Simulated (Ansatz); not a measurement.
Input

```
crystal:
  periodic: [false, false, false]
  atoms:
    - {symbol: Mo, position_ang: [-0.486748, 0.276434, -0.421004]}
    - {symbol: O, position_ang: [-1.893806, 1.041939, 0.095083]}
    - {symbol: O, position_ang: [0.871709, -1.237147, 0.151821]}
    - {symbol: O, position_ang: [1.508836, -0.081227, 0.174101]}
basis:
  gaussian: {orbitals: def2-TZVP, initial_orbitals: start.molden}
magnetization: {spin_polarized: true, initial_magnetization: 4}
hamiltonian: {xc: pbe0, dispersion: d4}
scf: {omitted_lower_state_checks: [starts]}
output: {orbitals: {seedname: orbitals}}
```

Command:

```sh
ansatz run in.yaml --threads 4 --pin off --events-out ev --progress --plain --max-ram 3916MiB
```

Geometry: r2SCAN-D4/def2-TZVP; core potentials replace the inner electrons of Mo.

The calculation used Ansatz 0.2.0, UKS PBE0-D4/def2-TZVP.

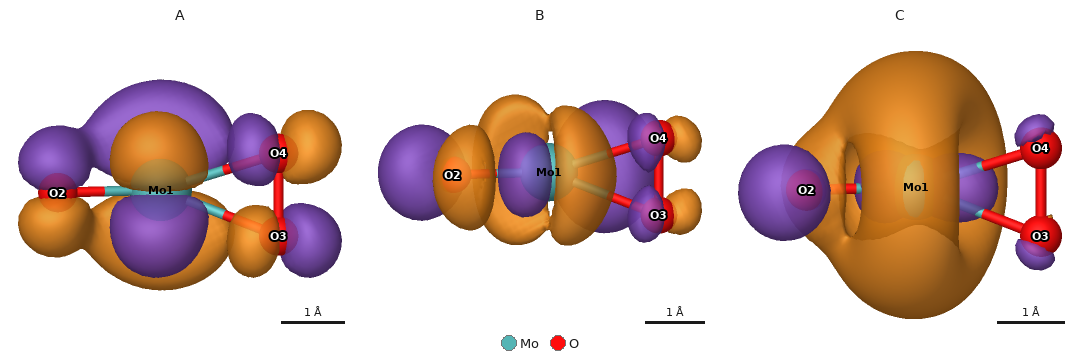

MoO3 (quintet). Three frontier orbitals at ±0.1 Å⁻³ᐟ² (orange and purple are the two phases), in no order.

Q: Order the three orbitals by energy and name them. All are α orbitals.

A: A is the HOMO−1 (α) (−7.27 eV). By Hirshfeld shares it lies mainly on Mo1 (about 75 %), O2 (about 10 %), O3 (about 10 %) and O4 (about 10 %). C is the HOMO (α) (−6.29 eV). Its weight (Hirshfeld) is mainly on Mo1 (about 80 %) and O2 (about 15 %). B is the LUMO (α) (−2.28 eV). Its weight (Hirshfeld) is mainly on Mo1 (about 70 %) and O2 (about 25 %).

Q: What is the gap between the highest occupied and lowest empty α orbitals?

A: 4.01 eV between the orbital energies.
